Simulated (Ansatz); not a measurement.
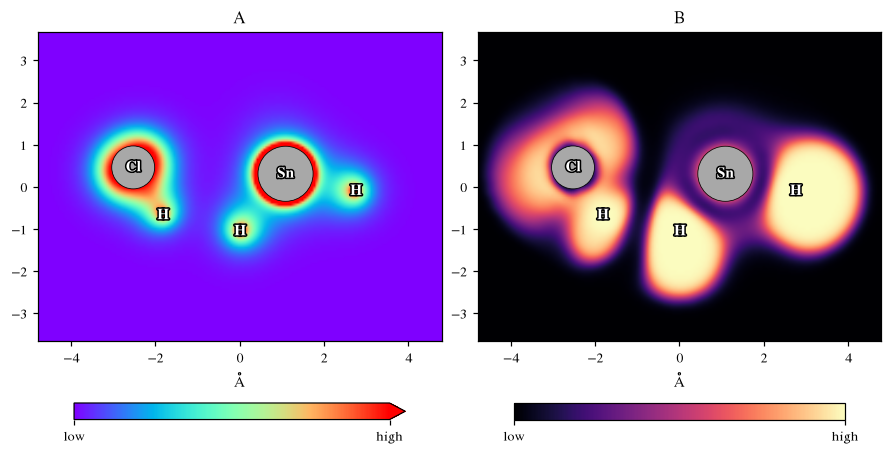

Cl$_{2}$H$_{2}$Sn···HCl: 2 fields on the plane of atoms H2, Sn1 and H4, with unlabelled colour scales. Grey discs cover the atomic cores.

Core potentials replace the inner electrons of Sn; not at a stationary point (largest force 1.0 eV/Å).

The calculation used RKS BLYP-D4/def2-SVP in Ansatz.

```yaml
atoms:
  - { symbol: Sn, position_ang: [-0.0992, 0.1757, -0.0860] }
  - { symbol: H, position_ang: [0.0214, 0.0225, 1.6414] }
  - { symbol: Cl, position_ang: [2.0656, 0.3115, -1.0549] }
  - { symbol: H, position_ang: [-0.9499, 1.5790, -0.6171] }
  - { symbol: Cl, position_ang: [-1.2608, -1.6871, -0.9952] }
  - { symbol: Cl, position_ang: [1.5663, -2.5001, 1.6864] }
  - { symbol: H, position_ang: [0.9586, -1.4613, 2.2771] }
```

Q: Match the panels to the quantities (electron density and electron localisation function).

A: Panel A: electron density. Panel B: electron localisation function. From the grid: H2···H7 (1.87 Å): the density falls to about 0.11 e/Å³ on the way; the ELF dips to about 0.10 between them. Cl–H (1.34 Å): ρ is about 1.7 e/Å³ halfway; the ELF climbs to about 1 towards the hydrogen, as it does in any bond to H.
